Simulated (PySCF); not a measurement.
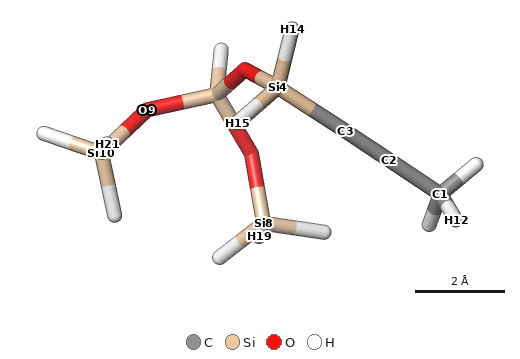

*The structure as given in the input (stick view, seen at a tilt; atoms are numbered from 1 in the order of the input).*

Bond lengths as drawn: C–C 1.21 to 1.45 Å, C–H 1.09 Å, C–Si 1.85 Å, H–Si 1.44 to 1.47 Å and O–Si 1.61 to 1.63 Å.

Geometry relaxation, with input and output: C3H12O3Si4

C3H12O3Si4, computed with PBE0-D3(BJ)/def2-SVP geometry optimisation, gas phase (PySCF 2.14.0).

**Output**
```
step   0  E = -1503.88038924  max force = 0.030835
step   1  E = -1503.89365052  max force = 0.004977
step   2  E = -1503.89395353  max force = 0.002514
step   3  E = -1503.89413264  max force = 0.002223
step   4  E = -1503.89421391  max force = 0.001336
step   5  E = -1503.89424295  max force = 0.000792
step   6  E = -1503.89425929  max force = 0.000595
step   7  E = -1503.89426529  max force = 0.000325
optimisation converged
```

**Trajectory as extended XYZ (Å, eV, eV/Å), 8 frames, from step=0 to step=7**
```
22
Properties=species:S:1:pos:R:3:forces:R:3 step=0 energy=-40922.66980
C     2.5042   -2.3250   -2.2035   -0.0625   0.2384   0.3156
C     2.2675   -1.5338   -1.0173    0.2203  -0.6950  -0.9536
C     2.0753   -0.8796   -0.0227   -0.3353   1.0315   1.5856
Si    1.7064    0.1926    1.4345    0.5280  -0.4890  -0.6232
O     0.8631    1.4993    0.9447    0.3335   0.2580   0.2645
Si   -0.4550    2.0128    0.1820   -0.0372   0.7817  -0.4136
O    -0.8594    0.9843   -0.9935    0.2787   0.6634  -0.1300
Si   -1.4536   -0.4826   -1.3294   -0.1660  -0.3922  -0.4948
O    -1.6685    2.1393    1.2395    0.2360   0.5980  -0.2946
Si   -2.6607    1.3088    2.2129   -0.3944   0.0833   0.4328
H     1.6097   -2.3307   -2.8258   -0.2656  -0.0674  -0.3038
H     2.7508   -3.3500   -1.9279    0.0896  -0.3810   0.0026
H     3.3311   -1.9035   -2.7750    0.2660   0.0688  -0.2753
H     2.9190    0.8005    1.9828    0.5260  -0.2035   0.3333
H     0.9114   -0.5615    2.4116   -0.1192  -0.2853   0.3375
H    -0.2064    3.3085   -0.3967    0.1410   0.6368  -0.2676
H    -2.9034   -0.3351   -1.4812   -0.5700  -0.1968  -0.1062
H    -0.8042   -0.8182   -2.5953    0.0772  -0.5407  -0.5229
H    -1.1387   -1.4459   -0.2735    0.0676  -0.4461   0.3913
H    -3.3926    0.3106    1.4290   -0.3699  -0.4394  -0.1964
H    -1.8808    0.6506    3.2643    0.1650  -0.3173   0.4645
H    -3.5257    2.3617    2.7394   -0.6087   0.0937   0.4544
22
Properties=species:S:1:pos:R:3:forces:R:3 step=1 energy=-40923.03066
C     2.4994   -2.3164   -2.2056    0.0086  -0.0235  -0.0008
C     2.2822   -1.5285   -1.0098   -0.0140   0.0148   0.0342
C     2.0979   -0.8629   -0.0047   -0.0042   0.0601   0.0718
Si    1.7784    0.2101    1.4417   -0.0927   0.0969  -0.2455
O     0.9085    1.5370    0.9449    0.0427  -0.0015   0.1148
Si   -0.4423    2.0659    0.1725   -0.0413  -0.2559   0.0454
O    -0.8476    0.9996   -1.0132   -0.0560  -0.0476  -0.0600
Si   -1.4441   -0.5006   -1.4075    0.0833   0.1329   0.0869
O    -1.6803    2.1794    1.2507   -0.0494   0.0062   0.0586
Si   -2.7159    1.3647    2.2639    0.1116   0.0501  -0.1119
H     1.6021   -2.3092   -2.8437    0.0015  -0.0064  -0.0129
H     2.7277   -3.3624   -1.9480    0.0017  -0.0035  -0.0204
H     3.3407   -1.9153   -2.7915   -0.0030  -0.0137  -0.0157
H     3.0605    0.7028    2.0113   -0.0134  -0.0483   0.0314
H     0.9901   -0.5505    2.4522    0.0298  -0.0045   0.0423
H    -0.1872    3.3860   -0.4129    0.0048   0.0820  -0.0339
H    -2.9218   -0.4178   -1.5913   -0.0221   0.0073  -0.0202
H    -0.8215   -0.9617   -2.6811    0.0274   0.0142  -0.0010
H    -1.1448   -1.4788   -0.3223   -0.0113  -0.0363   0.0247
H    -3.4670    0.3349    1.4860   -0.0228  -0.0300  -0.0056
H    -1.9487    0.6864    3.3482    0.0121  -0.0125   0.0314
H    -3.6748    2.3347    2.8608    0.0070   0.0194  -0.0137
22
Properties=species:S:1:pos:R:3:forces:R:3 step=2 energy=-40923.03890
C     2.4146   -2.3196   -2.1950    0.0085  -0.0023   0.0173
C     2.2296   -1.5155   -1.0023    0.0030  -0.0226  -0.0109
C     2.0708   -0.8383   -0.0003    0.0129   0.0183  -0.0128
Si    1.7841    0.2438    1.4426   -0.0557   0.0073  -0.1083
O     0.9156    1.5727    0.9595    0.0492   0.0552   0.1293
Si   -0.4395    2.0787    0.1817    0.0042  -0.0915  -0.0531
O    -0.8039    1.0096   -1.0126   -0.0733   0.0061  -0.0306
Si   -1.3699   -0.4967   -1.4139    0.0498   0.0187   0.0318
O    -1.6883    2.1651    1.2478   -0.0068   0.0118   0.0089
Si   -2.7066    1.3243    2.2520    0.0240   0.0054  -0.0121
H     1.5061   -2.3082   -2.8172    0.0001   0.0028   0.0032
H     2.6351   -3.3663   -1.9338    0.0000   0.0010   0.0012
H     3.2487   -1.9368   -2.8031   -0.0003   0.0004  -0.0020
H     3.0778    0.7187    1.9987    0.0036  -0.0161   0.0130
H     1.0112   -0.5101    2.4712    0.0172   0.0036   0.0259
H    -0.2067    3.4102   -0.3987   -0.0081   0.0023   0.0082
H    -2.8376   -0.4254   -1.6767    0.0013   0.0048  -0.0102
H    -0.6765   -0.9594   -2.6503   -0.0023  -0.0039   0.0035
H    -1.1204   -1.4676   -0.3067   -0.0278   0.0013   0.0009
H    -3.4193    0.2624    1.4773    0.0053  -0.0047   0.0032
H    -1.9334    0.6813    3.3561   -0.0022  -0.0004  -0.0020
H    -3.7000    2.2746    2.8241   -0.0027   0.0026  -0.0045
22
Properties=species:S:1:pos:R:3:forces:R:3 step=3 energy=-40923.04378
C     2.4374   -2.3196   -2.2067    0.0014   0.0210   0.0094
C     2.2424   -1.5062   -1.0210    0.0027  -0.0433  -0.0145
C     2.0761   -0.8245   -0.0228   -0.0309   0.0010  -0.0684
Si    1.7814    0.2473    1.4240    0.0483  -0.0993   0.0547
O     0.9153    1.5837    0.9681   -0.0016   0.0673   0.0620
Si   -0.4434    2.0726    0.1851    0.0458   0.1143  -0.1122
O    -0.8023    1.0011   -1.0069   -0.0184   0.0676   0.0381
Si   -1.4004   -0.4916   -1.3973   -0.0161  -0.0935  -0.0781
O    -1.6934    2.1621    1.2469    0.0292   0.0129  -0.0231
Si   -2.6941    1.3191    2.2618   -0.0653  -0.0418   0.0844
H     1.5337   -2.3123   -2.8362   -0.0044   0.0039   0.0101
H     2.6560   -3.3649   -1.9388   -0.0016   0.0039   0.0169
H     3.2749   -1.9420   -2.8136    0.0039   0.0085   0.0112
H     3.0760    0.7019    1.9936    0.0162   0.0240  -0.0065
H     1.0178   -0.5178    2.4532   -0.0091   0.0052  -0.0128
H    -0.2186    3.4076   -0.3988   -0.0092  -0.0611   0.0231
H    -2.8345   -0.3606   -1.7945    0.0169  -0.0087   0.0097
H    -0.6255   -1.0278   -2.5532   -0.0179  -0.0226   0.0110
H    -1.3029   -1.4353   -0.2421    0.0107   0.0291  -0.0025
H    -3.3723    0.2150    1.5126    0.0193   0.0187   0.0074
H    -1.9156    0.7280    3.3925   -0.0115   0.0077  -0.0248
H    -3.7166    2.2617    2.7946   -0.0083  -0.0149   0.0049
22
Properties=species:S:1:pos:R:3:forces:R:3 step=4 energy=-40923.04599
C     2.4037   -2.3261   -2.1975    0.0042   0.0040  -0.0080
C     2.2161   -1.5045   -1.0178    0.0093  -0.0230   0.0107
C     2.0581   -0.8157   -0.0234   -0.0248   0.0226  -0.0334
Si    1.7812    0.2612    1.4244    0.0308  -0.0687   0.0332
O     0.9179    1.6023    0.9729    0.0088   0.0557   0.0452
Si   -0.4412    2.0863    0.1855    0.0171   0.0137  -0.0564
O    -0.7891    1.0155   -1.0111   -0.0245   0.0495   0.0035
Si   -1.3704   -0.4843   -1.4062   -0.0022  -0.0551  -0.0183
O    -1.6945    2.1580    1.2463    0.0042   0.0156  -0.0062
Si   -2.6873    1.2986    2.2576   -0.0268  -0.0237   0.0341
H     1.4972   -2.3193   -2.8229    0.0009  -0.0016   0.0026
H     2.6189   -3.3699   -1.9211    0.0007   0.0018   0.0057
H     3.2407   -1.9550   -2.8091    0.0021   0.0014   0.0054
H     3.0823    0.7122    1.9842    0.0043   0.0122  -0.0141
H     1.0194   -0.4979    2.4590   -0.0039   0.0032  -0.0080
H    -0.2267    3.4234   -0.3910    0.0015  -0.0167   0.0053
H    -2.8053   -0.3699   -1.8026    0.0053   0.0002  -0.0018
H    -0.5917   -1.0192   -2.5596   -0.0117  -0.0044   0.0030
H    -1.2634   -1.4213   -0.2475    0.0039   0.0079   0.0000
H    -3.3432    0.1869    1.5022    0.0034   0.0052   0.0010
H    -1.9033    0.7153    3.3871   -0.0015   0.0051  -0.0045
H    -3.7279    2.2208    2.7908   -0.0013  -0.0048   0.0008
22
Properties=species:S:1:pos:R:3:forces:R:3 step=5 energy=-40923.04678
C     2.4118   -2.3381   -2.1931   -0.0047   0.0013  -0.0098
C     2.2116   -1.5077   -1.0223    0.0164  -0.0088   0.0250
C     2.0475   -0.8116   -0.0340   -0.0247   0.0307  -0.0155
Si    1.7763    0.2644    1.4163    0.0108  -0.0165   0.0061
O     0.9142    1.6114    0.9733    0.0034   0.0137   0.0109
Si   -0.4468    2.0949    0.1860   -0.0031  -0.0407   0.0026
O    -0.7983    1.0289   -1.0146   -0.0158   0.0187  -0.0095
Si   -1.3729   -0.4746   -1.4126    0.0056  -0.0120   0.0229
O    -1.6981    2.1592    1.2513   -0.0104   0.0028   0.0037
Si   -2.6840    1.2926    2.2657    0.0111   0.0022  -0.0114
H     1.5105   -2.3408   -2.8257   -0.0003  -0.0031  -0.0031
H     2.6289   -3.3782   -1.9044    0.0024   0.0003  -0.0020
H     3.2525   -1.9682   -2.8002    0.0016  -0.0031   0.0008
H     3.0810    0.7141    1.9695   -0.0017   0.0010  -0.0092
H     1.0149   -0.4949    2.4506    0.0002  -0.0002  -0.0017
H    -0.2361    3.4333   -0.3850    0.0073   0.0116  -0.0072
H    -2.8115   -0.3679   -1.7955   -0.0029   0.0036  -0.0037
H    -0.6043   -1.0051   -2.5739    0.0058   0.0037  -0.0034
H    -1.2487   -1.4108   -0.2555   -0.0015  -0.0041   0.0001
H    -3.3303    0.1758    1.5107   -0.0039  -0.0044  -0.0015
H    -1.8938    0.7165    3.3936    0.0037   0.0011   0.0065
H    -3.7329    2.2044    2.8003    0.0009   0.0024  -0.0007
22
Properties=species:S:1:pos:R:3:forces:R:3 step=6 energy=-40923.04722
C     2.4106   -2.3390   -2.1965   -0.0067   0.0025  -0.0065
C     2.2042   -1.5039   -1.0300    0.0187  -0.0085   0.0178
C     2.0369   -0.8038   -0.0451   -0.0200   0.0204  -0.0097
Si    1.7728    0.2665    1.4104    0.0073   0.0033   0.0022
O     0.9126    1.6186    0.9776   -0.0070  -0.0030  -0.0007
Si   -0.4495    2.0976    0.1877   -0.0013  -0.0306   0.0162
O    -0.7983    1.0310   -1.0131   -0.0136   0.0051  -0.0064
Si   -1.3685   -0.4756   -1.4080    0.0092   0.0008   0.0156
O    -1.7019    2.1593    1.2524   -0.0072  -0.0021   0.0009
Si   -2.6819    1.2898    2.2705    0.0139   0.0081  -0.0162
H     1.5122   -2.3462   -2.8333    0.0007  -0.0015  -0.0014
H     2.6281   -3.3773   -1.9019    0.0022  -0.0006  -0.0031
H     3.2536   -1.9704   -2.8011    0.0012  -0.0028  -0.0007
H     3.0812    0.7108    1.9590   -0.0022  -0.0005  -0.0044
H     1.0133   -0.4959    2.4438    0.0011  -0.0004  -0.0004
H    -0.2407    3.4362   -0.3835    0.0047   0.0108  -0.0066
H    -2.8031   -0.3698   -1.8060   -0.0037   0.0016  -0.0003
H    -0.5895   -1.0122   -2.5596    0.0031   0.0039  -0.0022
H    -1.2553   -1.4050   -0.2445   -0.0013  -0.0050   0.0004
H    -3.3141    0.1606    1.5219   -0.0033  -0.0037  -0.0001
H    -1.8891    0.7314    3.4054    0.0033   0.0000   0.0057
H    -3.7421    2.1947    2.7943    0.0010   0.0022   0.0001
22
Properties=species:S:1:pos:R:3:forces:R:3 step=7 energy=-40923.04739
C     2.4230   -2.3352   -2.2060   -0.0058   0.0028  -0.0005
C     2.2071   -1.5010   -1.0403    0.0141  -0.0055   0.0070
C     2.0317   -0.8001   -0.0573   -0.0105   0.0058  -0.0040
Si    1.7678    0.2612    1.4046    0.0015   0.0167  -0.0099
O     0.9085    1.6168    0.9796   -0.0134  -0.0167  -0.0007
Si   -0.4537    2.0947    0.1885    0.0062  -0.0028   0.0128
O    -0.8056    1.0265   -1.0096   -0.0114  -0.0076   0.0007
Si   -1.3726   -0.4833   -1.3985    0.0102   0.0098   0.0013
O    -1.7056    2.1628    1.2534   -0.0014  -0.0047  -0.0033
Si   -2.6839    1.2992    2.2779    0.0096   0.0092  -0.0088
H     1.5289   -2.3453   -2.8488   -0.0002   0.0009   0.0002
H     2.6418   -3.3729   -1.9101    0.0005  -0.0009  -0.0023
H     3.2693   -1.9645   -2.8047    0.0000  -0.0007  -0.0019
H     3.0771    0.7020    1.9533   -0.0010  -0.0014   0.0024
H     1.0078   -0.5072    2.4330    0.0025   0.0000   0.0018
H    -0.2416    3.4317   -0.3867    0.0003   0.0022  -0.0033
H    -2.8081   -0.3804   -1.7950   -0.0022  -0.0019   0.0031
H    -0.5941   -1.0197   -2.5506    0.0010   0.0004   0.0007
H    -1.2556   -1.4098   -0.2331   -0.0012  -0.0025   0.0014
H    -3.3127    0.1614    1.5392   -0.0001  -0.0021   0.0011
H    -1.8907    0.7542    3.4193    0.0010  -0.0010   0.0016
H    -3.7471    2.2062    2.7922    0.0004   0.0003   0.0006
```

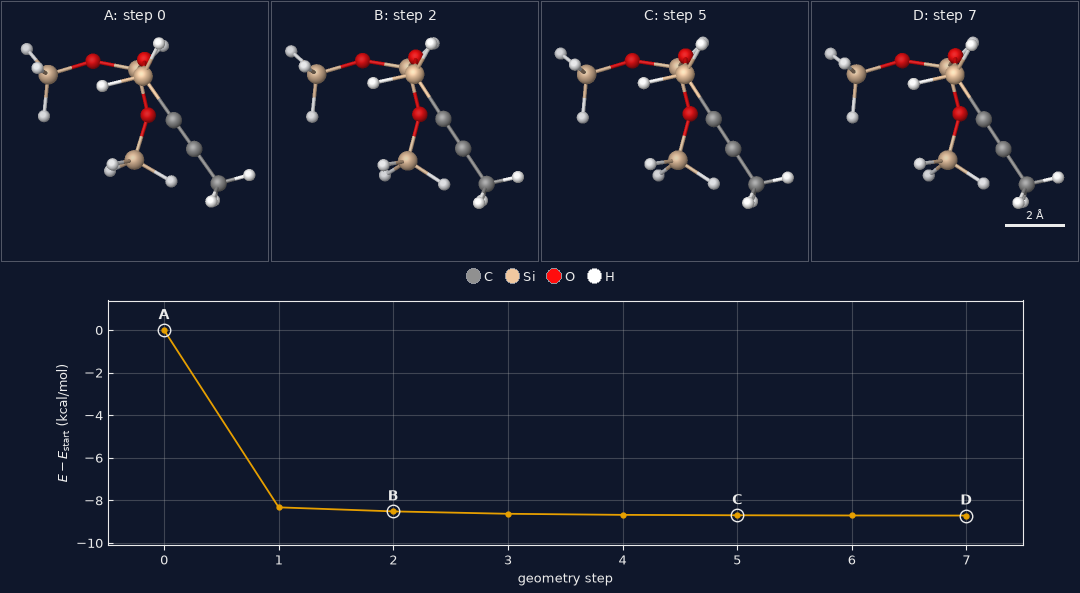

*Frames of the relaxation (ball-and-stick view, seen at a tilt) above the curves, on which the letters mark them (steps are counted from 0).*

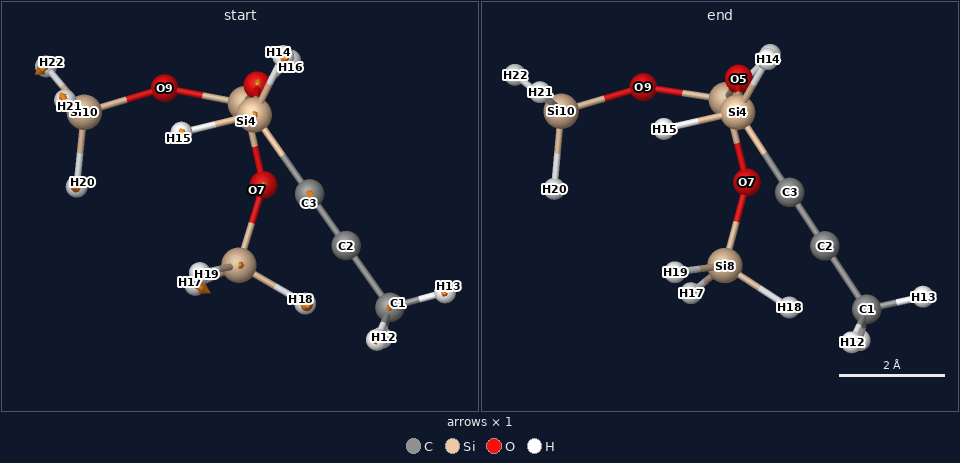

*Before (left) and after (right) the relaxation, at one scale (ball-and-stick view, seen at a tilt). The orange arrows give the displacements, at true length.*

The energy falls by 8.71 kcal/mol in 7 geometry steps. The largest force component goes from 1.6 to 0.017 eV/Å. H17 moves most after the best rigid fit: 0.34 Å. Largest moves by element: H 0.34 Å, O 0.13 Å, Si 0.12 Å, C 0.09 Å. Among the contacts that change: O7–Si8 1.618 → 1.659 Å, O5–Si6 1.607 → 1.646 Å, Si6–H16 1.441 → 1.471 Å, Si10–H20 1.465 → 1.495 Å. Among the angles that change: O9–Si10–H22 102.1° → 108.5°, O7–Si8–H18 103.0° → 109.3°, H14–Si4–H15 114.4° → 110.3°. (Atoms are counted from 1 in the order of the input.)

This output came from the following input.

**Input file**
```
{"job": {"xc": "PBE0", "basis": "def2-SVP", "d3": "d3bj", "grid": 1, "kind": "geom"}, "charge": 0, "multiplicity": 1}
C      2.504208    -2.324957    -2.203474
C      2.267531    -1.533841    -1.017274
C      2.075258    -0.879629    -0.022700
Si     1.706420     0.192573     1.434450
O      0.863082     1.499267     0.944738
Si    -0.455019     2.012803     0.181996
O     -0.859440     0.984268    -0.993474
Si    -1.453565    -0.482626    -1.329432
O     -1.668546     2.139330     1.239507
Si    -2.660700     1.308813     2.212876
H      1.609704    -2.330728    -2.825780
H      2.750846    -3.350020    -1.927918
H      3.331066    -1.903490    -2.774962
H      2.918957     0.800492     1.982813
H      0.911423    -0.561464     2.411620
H     -0.206390     3.308446    -0.396647
H     -2.903354    -0.335103    -1.481191
H     -0.804156    -0.818230    -2.595324
H     -1.138690    -1.445901    -0.273460
H     -3.392574     0.310559     1.429044
H     -1.880763     0.650644     3.264348
H     -3.525708     2.361707     2.739395
```

The first line tells a small driver script what to run in PySCF; the rest is the geometry in Å.

Run as:
```bash
OMP_NUM_THREADS=1 python <driver script> task.json out
```

**Summary**

| quantity | value |
| --- | --- |
| outcome | converged |
| total energy | −1503.894265 hartree |
| dipole moment | 2.45 D |
| point group | C1 |
| hardware | 1 CPU thread, shared host |
| wall time | 9.6 min |
| peak memory | 1 GiB |
